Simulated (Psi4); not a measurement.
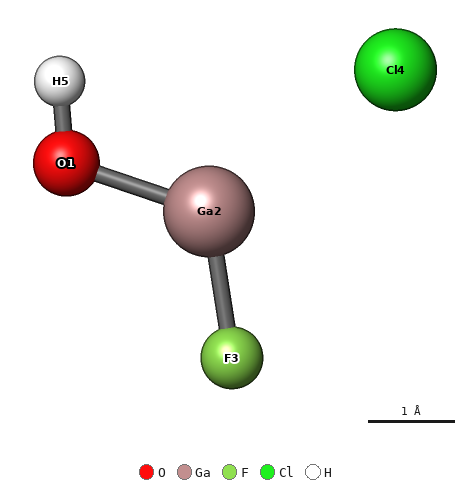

Fig. 1: The structure (ball-and-stick view, seen on its broad side; atoms are numbered from 1 in the order of the input). Sticks mark near contacts. Bond lengths as drawn: F–Ga 1.73 Å, Ga–O 1.76 Å and H–O 0.96 Å.

Single-point calculation, with input and output: GaHClOF (part 1 of 2)

The run: single-point calculation of GaHClOF. Method and program: PBE0/def2-TZVP, UKS, dispersion D4 (Psi4 1.11).

Input file (job.py):
```python
import psi4

psi4.set_memory(1600000000)
psi4.set_num_threads(1)
psi4.set_output_file('run.log', False)

with open('clfgaho.xyz') as f:
    atoms = ''.join(f.readlines()[2:])
geom = psi4.geometry('0 1\n' + atoms + 'symmetry c1')

psi4.set_options({
    'basis': 'def2-TZVP',
    'reference': 'uks',
    'guess_mix': True,
})

psi4.set_options({'reference': 'uhf', 'stability_analysis': 'follow', 'max_attempts': 5})
psi4.energy("scf")
psi4.set_options({'reference': 'uks', 'stability_analysis': 'none', 'guess': 'read', 'guess_mix': False})

e_tot, wfn = psi4.energy("pbe0-d4", return_wfn=True)
print(f'total energy {e_tot:.8f} hartree = {e_tot * 27.211386:.5f} eV')
for k, v in sorted(psi4.core.scalar_variables().items()):
    print(f'{k:45s} {v:18.10f}')
```

File clfgaho.xyz:
```
5
ClFGaHO
O     -0.692100    -1.731666     0.333534
Ga    -0.256000    -0.324766    -0.631066
F     -0.622500    -0.375066    -2.323666
Cl     0.960300     1.923100     0.382300
H     -0.462700    -1.640166     1.261934
```

Hardware: 1 thread of Intel Xeon (Sapphire Rapids), 32 GiB of memory available, shared host.

Launched with:
```bash
python job.py
```

The program's output:
```
h
    h
    h

    -----------------------------------------------------------------------

    Memory:     1.5 GiB
    Threads:    1
                ecpint, einsums, f̶o̶r̶t̶e̶, gauxc, gcp, g̶d̶m̶a̶, geometric, g̶p̶u̶_̶d̶f̶c̶c̶,
                i̶n̶t̶e̶g̶r̶a̶t̶o̶r̶x̶x̶, i̶p̶i̶, libefp, m̶d̶i̶, m̶p̶2̶d̶, m̶r̶c̶c̶, ooo,
                o̶p̶e̶n̶f̶e̶r̶m̶i̶o̶n̶p̶s̶i̶4̶, pcmsolver, p̶s̶i̶4̶f̶o̶c̶k̶c̶i̶, p̶s̶i̶x̶a̶s̶,
                p̶y̶e̶i̶n̶s̶u̶m̶s̶, r̶e̶s̶p̶, s̶i̶m̶i̶n̶t̶, s̶n̶s̶m̶p̶2̶,
                v̶2̶r̶d̶m̶_̶c̶a̶s̶s̶c̶f̶

   => Loading Basis Set <=

    Name: DEF2-TZVP
    Role: ORBITAL
    Keyword: BASIS

         ---------------------------------------------------------
                                   SCF
                              UHF Reference
                        1 Threads,   1525 MiB Core
         ---------------------------------------------------------

  ==> Geometry <==

    Molecular point group: c1
    Full point group: C1

    Geometry (in Angstrom), charge = 0, multiplicity = 1:

       Center              X                  Y                   Z               Mass
    ------------   -----------------  -----------------  -----------------  -----------------
         O           -0.639008507123    -1.791620811990     0.817232526179    15.994914619570
         GA          -0.202908507123    -0.384720811990    -0.147367473821    68.925573500000
         F           -0.569408507123    -0.435020811990    -1.839967473821    18.998403162730
         CL           1.013391492877     1.863145188010     0.865998526179    34.968852682000
         H           -0.409608507123    -1.700120811990     1.745632526179     1.007825032230

  Running in c1 symmetry.

  Rotational constants: A =      0.20286  B =      0.06392  C =      0.04860 [cm^-1]
  Rotational constants: A =   6081.53538  B =   1916.17888  C =   1457.08002 [MHz]
  Nuclear repulsion =  327.753568514598555

  Charge       = 0
  Multiplicity = 1
  Electrons    = 66
  Nalpha       = 33
  Nbeta        = 33

  ==> Algorithm <==

  SCF Algorithm Type is DF.
  DIIS enabled.
  MOM disabled.
  Fractional occupation disabled.
  Guess Type is SAD.
  Energy threshold   = 1.00e-06
  Density threshold  = 1.00e-06
  Integral threshold = 1.00e-12

  ==> Primary Basis <==

  Basis Set: DEF2-TZVP
    Blend: DEF2-TZVP
    Number of shells: 55
    Number of basis functions: 153
    Number of Cartesian functions: 175
    Spherical Harmonics?: true
    Max angular momentum: 3

   => Loading Basis Set <=

    Name: (DEF2-TZVP AUX)
    Role: JKFIT
    Keyword: DF_BASIS_SCF

  ==> Integral Setup <==

  DFHelper Memory: AOs need 0.098 GiB; user supplied 1.118 GiB.
  SCF_SUBTYPE=INCORE selected. In-core MEM_DF algorithm will be used.
  Using in-core AOs.

  ==> MemDFJK: Density-Fitted J/K Matrices <==

    J tasked:                   Yes
    K tasked:                   Yes
    wK tasked:                   No
    Memory [MiB]:              1144
    Algorithm:                 Core
    Schwarz Cutoff:           1E-12
    Mask sparsity (%):       8.7573
    Fitting Condition:        1E-10

   => Auxiliary Basis Set <=

  Basis Set: (DEF2-TZVP AUX)
    Blend: DEF2-UNIVERSAL-JKFIT
    Number of shells: 154
    Number of basis functions: 566
    Number of Cartesian functions: 732
    Spherical Harmonics?: true
    Max angular momentum: 5

  Minimum eigenvalue in the overlap matrix is 5.8789431024E-03.
  Reciprocal condition number of the overlap matrix is 1.1193322627E-03.
    Using symmetric orthogonalization.

  ==> Pre-Iterations <==

  SCF Guess: Superposition of Atomic Densities via on-the-fly atomic UHF (no occupation information).

   -------------------------
    Irrep   Nso     Nmo
   -------------------------
     A        153     153
   -------------------------
    Total     153     153
   -------------------------

  ==> Iterations <==

                           Total Energy        Delta E     RMS |[F,P]|

   @DF-UHF iter SAD: -2552.69882150491730   -2.55270e+03   0.00000e+00
  Mixing beta HOMO/LUMO orbitals (33,34)
   @DF-UHF iter   1: -2556.39700654414492   -3.69819e+00   1.86520e-02 DIIS/ADIIS
   @DF-UHF iter   2: -2554.88169417027984    1.51531e+00   2.62720e-02 DIIS/ADIIS
   @DF-UHF iter   3: -2555.84419088871346   -9.62497e-01   2.07773e-02 DIIS/ADIIS
   @DF-UHF iter   4: -2557.76104770204120   -1.91686e+00   1.95034e-03 DIIS/ADIIS
   @DF-UHF iter   5: -2557.79218855067438   -3.11408e-02   7.61061e-04 DIIS/ADIIS
   @DF-UHF iter   6: -2557.79963746878866   -7.44892e-03   1.90458e-04 DIIS/ADIIS
   @DF-UHF iter   7: -2557.80066022225765   -1.02275e-03   8.83251e-05 DIIS
   @DF-UHF iter   8: -2557.80087553339354   -2.15311e-04   5.16128e-05 DIIS
   @DF-UHF iter   9: -2557.80098337782283   -1.07844e-04   2.96989e-05 DIIS
   @DF-UHF iter  10: -2557.80104734641145   -6.39686e-05   1.51460e-05 DIIS
   @DF-UHF iter  11: -2557.80106804899333   -2.07026e-05   8.29773e-06 DIIS
   @DF-UHF iter  12: -2557.80107345780334   -5.40881e-06   6.26765e-06 DIIS
   @DF-UHF iter  13: -2557.80107753888342   -4.08108e-06   4.69407e-06 DIIS
   @DF-UHF iter  14: -2557.80108182214326   -4.28326e-06   3.53742e-06 DIIS
   @DF-UHF iter  15: -2557.80108556351524   -3.74137e-06   2.29099e-06 DIIS
   @DF-UHF iter  16: -2557.80108752232763   -1.95881e-06   1.10315e-06 DIIS
   @DF-UHF iter  17: -2557.80108778163367   -2.59306e-07   5.92651e-07 DIIS
  Energy and wave function converged.

    Wavefunction stable under totally symmetric rotations.
    Lowest totally symmetric eigenvalue: 0.037373
    Lowest UHF->UHF stability eigenvalues:
       A 0.037373

    Stability analysis over.

  ==> Post-Iterations <==

   @Spin Contamination Metric:   1.356869817E-07
   @S^2 Expected:                0.000000000E+00
   @S^2 Observed:                1.356869817E-07
   @S   Expected:                0.000000000E+00
   @S   Observed:                0.000000000E+00

    Orbital Energies [Eh]
    ---------------------

    Alpha Occupied:

       1A   -378.928467     2A   -104.810911     3A    -48.274201
       4A    -42.605217     5A    -42.602197     6A    -42.599924
       7A    -26.291981     8A    -20.611703     9A    -10.535153
      10A     -8.001566    11A     -8.000781    12A     -8.000757
      13A     -6.507054    14A     -4.605816    15A     -4.599814
      16A     -4.597931    17A     -1.574020    18A     -1.390427
      19A     -1.316312    20A     -1.315105    21A     -1.314849
      22A     -1.303771    23A     -1.285344    24A     -1.027039
      25A     -0.738126    26A     -0.675391    27A     -0.651068
      28A     -0.648545    29A     -0.589621    30A     -0.556622
      31A     -0.452775    32A     -0.436080    33A     -0.435616

    Alpha Virtual:

      34A     -0.014950    35A      0.045871    36A      0.114792
      37A      0.143636    38A      0.188110    39A      0.263370
      40A      0.284017    41A      0.305572    42A      0.309969
      43A      0.333008    44A      0.340068    45A      0.374164
      46A      0.446852    47A      0.508899    48A      0.543909
      49A      0.547376    50A      0.562384    51A      0.589271
      52A      0.647275    53A      0.658272    54A      0.674024
      55A      0.679934    56A      0.690865    57A      0.703227
      58A      0.733524    59A      0.775287    60A      0.788045
      61A      0.823457    62A      0.897725    63A      0.931542
      64A      0.935624    65A      0.936233    66A      0.988357
      67A      1.027208    68A      1.077516    69A      1.091031
      70A      1.108909    71A      1.122242    72A      1.129563
      73A      1.150008    74A      1.208391    75A      1.305806
      76A      1.384811    77A      1.534037    78A      1.554352
      79A      1.800810    80A      1.929438    81A      2.082728
      82A      2.123693    83A      2.125436    84A      2.132916
      85A      2.183908    86A      2.195087    87A      2.220789
      88A      2.319738    89A      2.325905    90A      2.345424
      91A      2.359597    92A      2.385298    93A      2.427856
      94A      2.428724    95A      2.439233    96A      2.445037
      97A      2.445070    98A      2.448875    99A      2.491092
     100A      2.510763   101A      2.565412   102A      2.585412
     103A      2.598898   104A      2.603560   105A      2.627937
     106A      2.671690   107A      2.689200   108A      2.748105
     109A      2.862092   110A      2.961284   111A      3.051663
     112A      3.082310   113A      3.263380   114A      3.593951
     115A      3.652012   116A      3.738569   117A      3.857074
     118A      3.885099   119A      3.920159   120A      4.168116
     121A      4.343750   122A      4.581809   123A      5.538244
     124A      5.552443   125A      5.599691   126A      5.647203
     127A      5.738930   128A      5.816436   129A      5.890670
     130A      6.665823   131A      6.832388   132A      6.990622
     133A      7.014366   134A      7.265997   135A      7.396044
     136A      7.401769   137A      7.403529   138A      7.403908
     139A      7.414169   140A      7.443926   141A      7.455486
     142A      7.490173   143A      8.906217   144A      8.919593
     145A      9.126754   146A      9.177787   147A      9.405821
     148A     11.495035   149A     11.501608   150A     11.558099
     151A     25.364220   152A     44.984112   153A     58.609934

    Beta Occupied:

       1A   -378.928468     2A   -104.810906     3A    -48.274202
       4A    -42.605218     5A    -42.602198     6A    -42.599924
       7A    -26.291972     8A    -20.611698     9A    -10.535148
      10A     -8.001546    11A     -8.000778    12A     -8.000753
      13A     -6.507058    14A     -4.605817    15A     -4.599818
      16A     -4.597931    17A     -1.574001    18A     -1.390418
      19A     -1.316314    20A     -1.315108    21A     -1.314849
      22A     -1.303772    23A     -1.285340    24A     -1.026997
      25A     -0.738117    26A     -0.675375    27A     -0.651045
      28A     -0.648526    29A     -0.589626    30A     -0.556606
      31A     -0.452712    32A     -0.436071    33A     -0.435609

    Beta Virtual:

      34A     -0.014957    35A      0.045858    36A      0.114786
      37A      0.143630    38A      0.188107    39A      0.263355
      40A      0.284008    41A      0.305565    42A      0.309964
      43A      0.332999    44A      0.340060    45A      0.374165
      46A      0.446847    47A      0.508893    48A      0.543918
      49A      0.547384    50A      0.562396    51A      0.589275
      52A      0.647277    53A      0.658272    54A      0.674027
      55A      0.679936    56A      0.690880    57A      0.703241
      58A      0.733528    59A      0.775290    60A      0.788057
      61A      0.823458    62A      0.897724    63A      0.931530
      64A      0.935621    65A      0.936234    66A      0.988351
      67A      1.027206    68A      1.077511    69A      1.091023
      70A      1.108905    71A      1.122240    72A      1.129556
      73A      1.150000    74A      1.208382    75A      1.305805
      76A      1.384810    77A      1.534034    78A      1.554349
      79A      1.800807    80A      1.929436    81A      2.082729
      82A      2.123693    83A      2.125438    84A      2.132918
      85A      2.183921    86A      2.195099    87A      2.220806
      88A      2.319740    89A      2.325908    90A      2.345428
      91A      2.359599    92A      2.385297    93A      2.427859
      94A      2.428731    95A      2.439244    96A      2.445038
      97A      2.445072    98A      2.448885    99A      2.491088
     100A      2.510771   101A      2.565419   102A      2.585433
     103A      2.598902   104A      2.603562   105A      2.627937
     106A      2.671693   107A      2.689201   108A      2.748110
     109A      2.862101   110A      2.961288   111A      3.051666
     112A      3.082318   113A      3.263381   114A      3.593948
     115A      3.652016   116A      3.738580   117A      3.857080
     118A      3.885095   119A      3.920161   120A      4.168117
     121A      4.343755   122A      4.581812   123A      5.538247
     124A      5.552445   125A      5.599693   126A      5.647204
     127A      5.738929   128A      5.816441   129A      5.890673
     130A      6.665830   131A      6.832397   132A      6.990628
     133A      7.014370   134A      7.266001   135A      7.396048
     136A      7.401772   137A      7.403533   138A      7.403912
     139A      7.414174   140A      7.443930   141A      7.455490
     142A      7.490177   143A      8.906229   144A      8.919605
     145A      9.126766   146A      9.177798   147A      9.405833
     148A     11.495038   149A     11.501611   150A     11.558116
     151A     25.364227   152A     44.984115   153A     58.609939

    Final Occupation by Irrep:
              A
    DOCC [    33 ]
    SOCC [     0 ]
    NA   [    33 ]
    NB   [    33 ]

  @DF-UHF Final Energy: -2557.80108778163367

   => Energetics <=

    Nuclear Repulsion Energy =            327.7535685145985553
    One-Electron Energy =               -4216.5410156208963599
    Two-Electron Energy =                1330.9863593246641358
    Total Energy =                      -2557.8010877816336688

  UHF NO Occupations:
  HONO-2 :   31  A 2.0000000
  HONO-1 :   32  A 2.0000000
  HONO-0 :   33  A 1.9999999
  LUNO+0 :   34  A 0.0000001
  LUNO+1 :   35  A 0.0000000
  LUNO+2 :   36  A 0.0000000
  LUNO+3 :   37  A 0.0000000

Computation Completed

Properties will be evaluated at   0.000000,   0.000000,   0.000000 [a0]

Properties computed using the SCF density matrix

 Multipole Moments:

 ------------------------------------------------------------------------------------
     Multipole            Electronic (a.u.)      Nuclear  (a.u.)        Total (a.u.)
 ------------------------------------------------------------------------------------

 L = 1.  Multiply by 2.5417464519 to convert [e a0] to [Debye]
 Dipole X            :         -0.8566696            0.5501721           -0.3064976
 Dipole Y            :         -0.5466262           -0.3801214           -0.9267476
 Dipole Z            :         -3.0037199            3.5477127            0.5439928
 Magnitude           :                                                    1.1174659

 ------------------------------------------------------------------------------------

	total time  =          9 seconds =       0.15 minutes

   => Loading Basis Set <=

    Name: DEF2-TZVP
    Role: ORBITAL
    Keyword: BASIS

   => PBE0-D4(BJ,EEQ)ATM: Empirical Dispersion <=

        a1 =       0.400856
        a2 =       5.029288
       alp =      16.000000
        s6 =       1.000000
        s8 =       1.200655
        s9 =       1.000000
        ga =       3.000000
        gc =       2.000000
        wf =       6.000000
```
